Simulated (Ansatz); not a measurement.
C$_{3}$H$_{6}$OZn (SMILES C=[C](C)[Zn][OH])

Input file:

```
crystal:
  periodic: [false, false, false]
  atoms:
    - {symbol: C, position_ang: [0.629854, 1.502045, 0.010327]}
    - {symbol: C, position_ang: [0.170206, 0.262415, 0.182172]}
    - {symbol: C, position_ang: [0.586474, -0.548994, 1.372438]}
    - {symbol: Zn, position_ang: [-1.028885, -0.460188, -1.127945]}
    - {symbol: O, position_ang: [-2.225521, -1.074666, -2.290315]}
    - {symbol: H, position_ang: [1.315485, 1.955103, 0.728319]}
    - {symbol: H, position_ang: [0.355985, 2.125950, -0.834755]}
    - {symbol: H, position_ang: [-0.277336, -0.846328, 1.975361]}
    - {symbol: H, position_ang: [1.084130, -1.476011, 1.070322]}
    - {symbol: H, position_ang: [1.273461, 0.008841, 2.017795]}
    - {symbol: H, position_ang: [-1.883842, -1.448168, -3.103729]}
basis:
  gaussian: {orbitals: def2-TZVPP}
hamiltonian: {xc: pbe0, dispersion: d4}
output: {orbitals: {seedname: orbitals}}
```

Run with:

```sh
ansatz run in.yaml --threads 4 --pin off --events-out ev --progress --plain --max-ram 10444MiB
```

Geometry: PBE0-D4/def2-TZVP.

Theory: RKS PBE0-D4/def2-TZVPP in Ansatz 0.2.0.

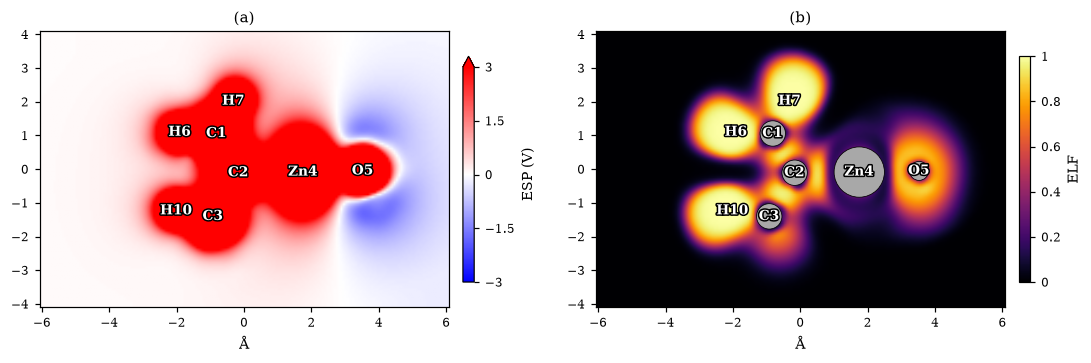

Figure 1. (a) electrostatic potential; (b) ELF on the plane of atoms C1, C2 and C3. Grey discs cover the atomic cores in the ELF map.

What do the fields say about this system?

Atoms in the plane: C, Zn, O and H.
C–C (1.33 Å): the ELF peaks at about 0.95 between the atoms (a multiple bond).
Zn–O (1.78 Å): the ELF peaks at about 0.85 in the valence shell of O, 0.6 Å from its nucleus, and is about 0.20 at the midpoint.
C–Zn (1.92 Å): the ELF peaks at about 0.90 in the valence shell of C, 0.7 Å from its nucleus, and is about 0.45 at the midpoint.
C–C (1.50 Å): the ELF peaks at about 0.95 between the atoms (a covalent bond).
C–H (1.09 Å): the ELF climbs to about 1 towards the hydrogen, as it does in any bond to H: an ordinary covalent bond to hydrogen.
The ELF also peaks beside O5, away from the bonds: lone-pair regions.
Outside the dense part of the molecule the potential is most negative (−1.8 V) near O5.

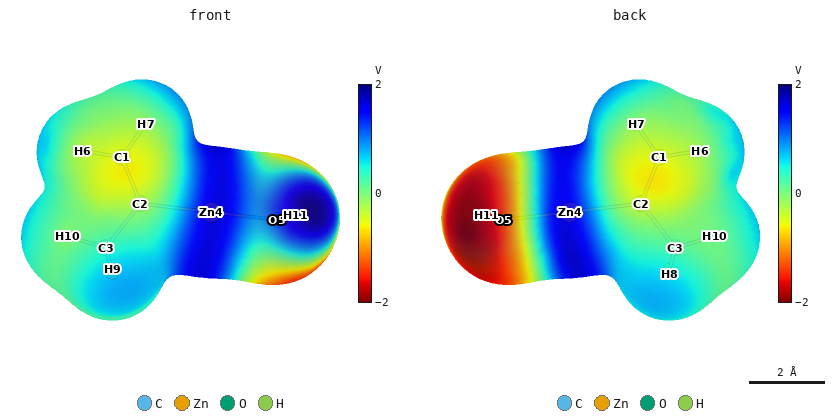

Figure 2. The electrostatic potential painted on the density surface at 0.002 e/bohr³, seen from the front and from behind; the colour scale runs from red (negative) to blue (positive).

Describe the electrostatic potential map.

The most negative region (about −2.0 V) lies over O5, the most positive (about +1.9 V) over H11. O5 is the likeliest acceptor of a hydrogen bond.

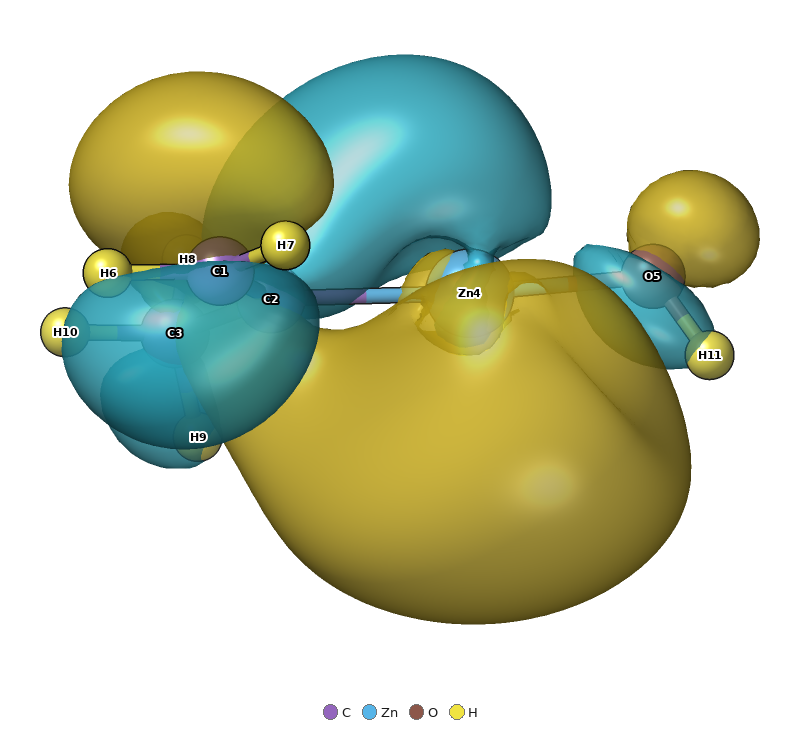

Figure 3. The LUMO at ±0.06 Å⁻³ᐟ² (yellow and cyan are the two phases), seen from one side.

Describe this orbital and give its energy.

It lies mainly on Zn4 (about 45 %), C1 (about 20 %) and C2 (about 15 %). Its energy is −0.50 eV.

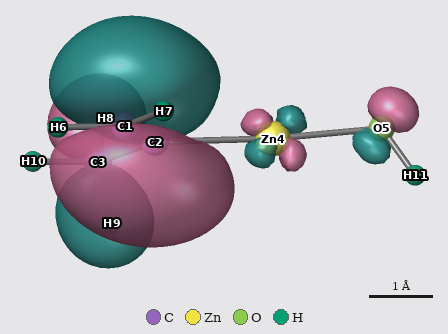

Figure 4. The HOMO at ±0.08 Å⁻³ᐟ² (teal and pink are the two phases), seen from one side.

Describe this orbital and give its energy.

By Hirshfeld shares it lies mainly on C1 (about 40 %), C2 (about 35 %) and C3 (about 5 %); π-bonding across C1–C2. Its energy is −7.49 eV.
